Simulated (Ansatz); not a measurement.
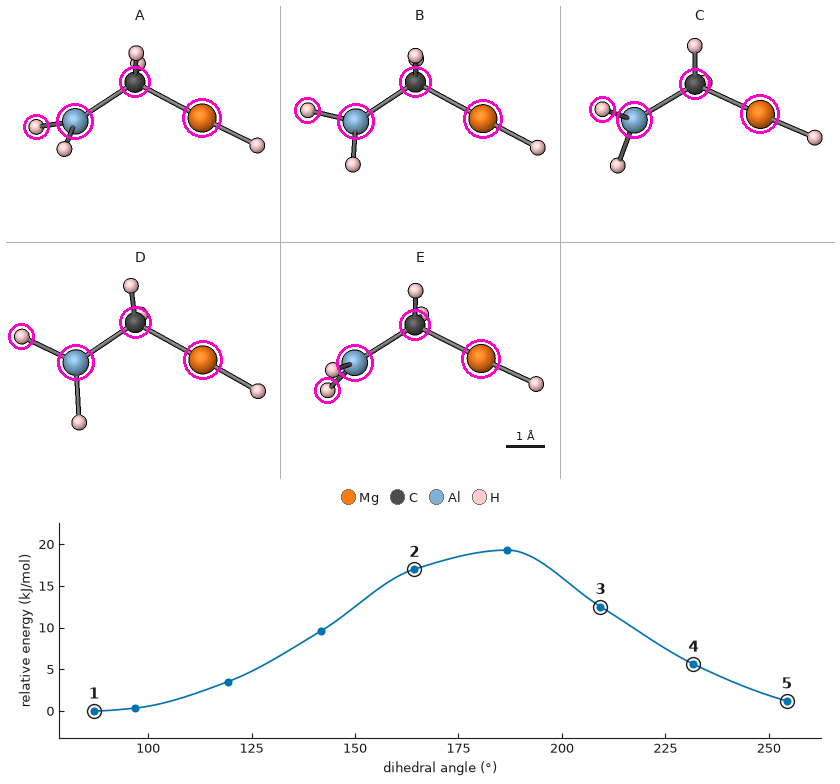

Energy scan for CH5AlMg, in which one Mg–C–Al–H dihedral angle is varied, with all other coordinates relaxed. The frames are shuffled; the numbered points of the plot belong to them. Style: ball-and-stick. Shown tilted, with a slight tilt. The ringed atoms are those of the scanned coordinate.

Level of theory: B3LYP-D4 (def2-TZVPP, Ansatz), on geometries relaxed under the constraint at PBE0-D4/def2-TZVP. Energies are counted from the PBE0-D4/def2-TZVP minimum geometry at the same level.

Match the frames to the points.

Answer. Point 1 is frame C (the dihedral 86.9°, 0.0 kJ/mol); 2 is frame D (the dihedral 164.3°, 17.0 kJ/mol); 3 is frame B (the dihedral 209.3°, 12.5 kJ/mol); 4 is frame A (the dihedral 231.8°, 5.6 kJ/mol); 5 is frame E (the dihedral 254.3°, 1.2 kJ/mol). The lowest computed point lies at the dihedral 86.9° (0.0 kJ/mol). A local maximum lies at 186.8° (19.3 kJ/mol). The highest point, at 186.8°, lies 19.3 kJ/mol above the lowest and gives the barrier to rotation to within the spacing of the points.
